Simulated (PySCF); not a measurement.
**Al2N2H8 (SMILES [NH2+]1[AlH2-][NH2+][AlH2-]1) at 3 levels**

We compute a comparison of 3 runs (M06-2X/ANO-RCC-MB, M06-2X/ANO-RCC-VDZ, M06-2X/ANO-RCC-VDZP) of Al2N2H8. Input form: a Python script.

Program for the calculation: PySCF 2.14.0.

## 1. The structure to begin with

The species is Al2N2H8 (12 atoms), meant as a singlet with charge 0. As SMILES, `[NH2+]1[AlH2-][NH2+][AlH2-]1`. Geometry: a GFN2-xTB relaxation, a rough one for these elements and not checked as a minimum.

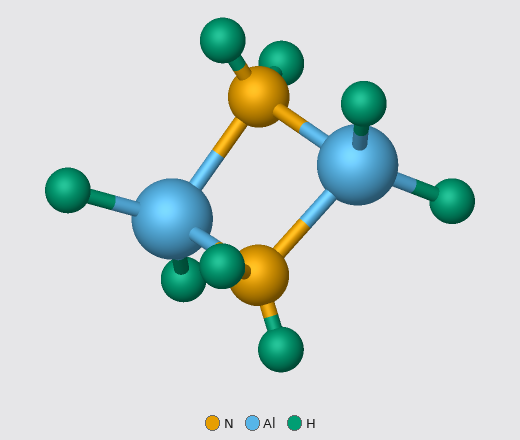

Viewed from a chosen angle; nitrogen amber, aluminium blue, hydrogen teal.

## 2. A single-point energy at M06-2X/ANO-RCC-MB (sfX2C) (run 1)

The input, calc.py:

```python
# [NH2+]1[AlH2-][NH2+][AlH2-]1
from pyscf import gto, dft

molecule = gto.Mole()
molecule.atom = '''
N       -1.009800       0.378460      -0.848080
Al       0.943140       0.214140      -1.022160
N        1.011990      -0.297920       0.876840
Al      -0.949410      -0.453630       0.934380
H       -1.631770       0.019570      -1.572230
H       -1.253500       1.368870      -0.746260
H        1.534830       1.641400      -1.159410
H        1.337080      -0.962440      -1.941540
H        1.605640      -1.066860       1.187270
H        1.300680       0.511300       1.435750
H       -1.406030      -1.927980       0.889940
H       -1.482860       0.575100       1.965510
'''
molecule.charge = 0
molecule.verbose = 3
molecule.basis = 'ano-rcc-mb'
molecule.max_memory = 1860
molecule.build()

mf = dft.RKS(molecule)
mf.xc = 'm06-2x'
mf = mf.x2c()
mf.grids.level = 4
mf.conv_tol = 1e-10
mf.kernel()
if not mf.converged:
    mf = mf.newton().run(mf.mo_coeff, mf.mo_occ)

e_final = mf.e_tot
print('E = %.10f Eh' % e_final)
```

Started as:

```bash
$ OMP_NUM_THREADS=1 python calc.py
```

The program printed:

```text
converged SCF energy = -599.990215149729
E = -599.9902151497 Eh
```

It took 19 s on 1 thread of Arm Neoverse V1, shared host; peak memory 0.29 GiB.

## 3. The energy at M06-2X/ANO-RCC-VDZ (sfX2C) (run 2)

calc.py: that of step 2 with these lines changed.

```diff
@@ -1,6 +1,5 @@
-# [NH2+]1[AlH2-][NH2+][AlH2-]1
 from pyscf import gto, dft
 
-molecule = gto.Mole()
-molecule.atom = '''
+system = gto.Mole()
+system.atom = '''
 N       -1.009800       0.378460      -0.848080
@@ -18,13 +17,13 @@
 '''
-molecule.charge = 0
-molecule.verbose = 3
-molecule.basis = 'ano-rcc-mb'
-molecule.max_memory = 1860
-molecule.build()
+system.spin = 0
+system.max_memory = 1860
+system.basis = 'ano-rcc-vdz'
+system.verbose = 3
+system.build()
 
-mf = dft.RKS(molecule)
+mf = dft.RKS(system)
 mf.xc = 'm06-2x'
-mf = mf.x2c()
+mf = mf.sfx2c1e()
+mf.conv_tol = 1e-10
 mf.grids.level = 4
-mf.conv_tol = 1e-10
 mf.kernel()
@@ -33,3 +32,3 @@
 
-e_final = mf.e_tot
-print('E = %.10f Eh' % e_final)
+energy = mf.e_tot
+print(f'total energy: {energy:.8f} hartree')
```

Started as:

```bash
$ OMP_NUM_THREADS=1 python calc.py
```

The program printed:

```text
converged SCF energy = -600.12069688421
total energy: -600.12069688 hartree
```

Wall time 29 s (1 thread of Arm Neoverse V1, shared host); peak memory 0.35 GiB.

## 4. A single-point energy at M06-2X/ANO-RCC-VDZP (sfX2C) (run 3)

The input, run.py:

```python
# [NH2+]1[AlH2-][NH2+][AlH2-]1
from pyscf import gto, dft

mol = gto.M(
    atom='''
N       -1.009800       0.378460      -0.848080
Al       0.943140       0.214140      -1.022160
N        1.011990      -0.297920       0.876840
Al      -0.949410      -0.453630       0.934380
H       -1.631770       0.019570      -1.572230
H       -1.253500       1.368870      -0.746260
H        1.534830       1.641400      -1.159410
H        1.337080      -0.962440      -1.941540
H        1.605640      -1.066860       1.187270
H        1.300680       0.511300       1.435750
H       -1.406030      -1.927980       0.889940
H       -1.482860       0.575100       1.965510
''',
    max_memory=1860,
    verbose=3,
    basis='ano-rcc-vdzp',
)

ks = dft.RKS(mol)
ks.xc = 'm06-2x'
ks = ks.sfx2c1e()
ks.conv_tol = 1e-10
ks.grids.level = 4
ks.kernel()
if not ks.converged:
    ks = ks.newton().run(ks.mo_coeff, ks.mo_occ)

energy = ks.e_tot
print('Final energy', energy)
```

Started as:

```bash
$ OMP_NUM_THREADS=1 python run.py
```

The program printed:

```text
converged SCF energy = -600.211749575397
Final energy -600.2117495753969
```

Wall time 78 s (1 thread of Arm Neoverse V1, shared host); peak memory 0.6 GiB.

## 5. Overview of the runs

```
run                        level  energy (Eh)  dipole moment (D)  HOMO energy (eV)  LUMO energy (eV)  wall time
  1    M06-2X/ANO-RCC-MB (sfX2C)  -599.990215               1.01             -9.85              1.17       19 s
  2   M06-2X/ANO-RCC-VDZ (sfX2C)  -600.120697               0.74             -9.31              0.26       29 s
  3  M06-2X/ANO-RCC-VDZP (sfX2C)  -600.211750               0.69             -9.21              0.25       78 s
```

## 6. Outcome

| quantity | value |
| --- | --- |
| run 3: total energy | -600.21175 Eh |
| run 3: dipole moment | 0.69 D |
| run 3: HOMO energy | -9.21 eV |
| run 3: LUMO energy | 0.25 eV |
| run 3: HOMO–LUMO gap | 9.45 eV |

What this shows: The dipole moment (its size) runs from 0.69 D (M06-2X/ANO-RCC-VDZP) to 1.01 D (M06-2X/ANO-RCC-MB). The HOMO–LUMO gap runs from 9.45 eV (M06-2X/ANO-RCC-VDZP) to 11.02 eV (M06-2X/ANO-RCC-MB). In run 1 the basis is minimal, so the values are rough. All runs together took 2.1 min, the longest 78 s.
